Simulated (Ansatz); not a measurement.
# Predicting a hybrid from its neighbours: C2H4Br2 (1,2-dibromoethane)

C2H4Br2 has 8 atoms, charge 0, and is taken as a singlet. As SMILES, `BrCCBr`. Geometry: relaxed at PBE0-D4/def2-TZVP. This is a higher conformer, about 8 kJ/mol above the lowest found by a separate search.

The vertical energy of the triplet above the singlet y, in eV, basis def2-SVP; a is the functional's share of exact exchange. Programs: Ansatz 0.2.0.

| functional | program | a | y (eV) |
| --- | --- | --- | --- |
| PBE | Ansatz | 0 | 5.30 |
| revPBE | Ansatz | 0 | 5.32 |
| B3LYP | Ansatz | 0.2 | 5.71 |
| PBE0 | Ansatz | 0.25 | ? |
| BHLYP | Ansatz | 0.5 | 5.84 |

Q: Fit y = c + s·a to the known rows and predict PBE0.

A: 
1. Means of the 4 rows: a = 0.1750, y = 5.543.
2. Σ(Δa)² = 0.1675, Σ(Δa·Δy) = 0.18225, so the slope is 0.18225/0.1675 = 1.0881.
3. Intercept: 5.543 − (1.0881) × 0.1750 = 5.353. The largest residual of the fit is 0.14.
4. PBE0: 5.353 + (1.0881) × 0.25 = 5.63 eV.

The run gave 5.73 eV, so the prediction is off by -0.10 eV, within the scatter of the fit. Spin-orbit coupling is left out.

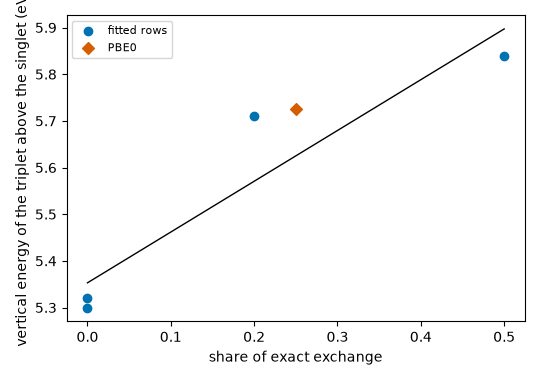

The fitted line, with the withheld row.
